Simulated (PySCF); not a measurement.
HAlFIO, SMILES [F][Al]([OH])[I] at its CAM-B3LYP/def2-SVP optimised geometry (Å):

```
5

Al    -0.2290     0.1079     0.0000
F      1.4237     0.1079     0.0000
I     -1.4237     2.2297     0.0000
O     -1.0859    -1.3337    -0.0008
H     -0.7417    -2.2297    -0.0003
```

Level of theory: CAM-B3LYP/def2-TZVP, def2 effective core potentials past Kr run with PySCF. The core electrons that the potentials of I replace are not part of the density.

Map of the electrostatic potential (hartree/e), clipped to [-0.08, 0.12] on the plane z = 1.0 Å:

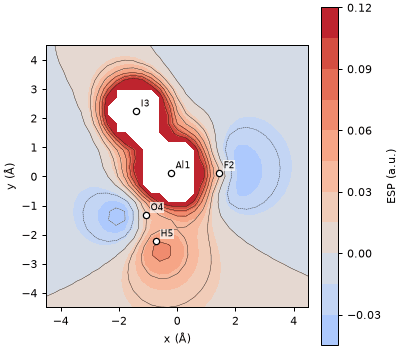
Figure: Electrostatic potential (hartree/e), clipped to [-0.08, 0.12] on the plane z = 1.0 Å.
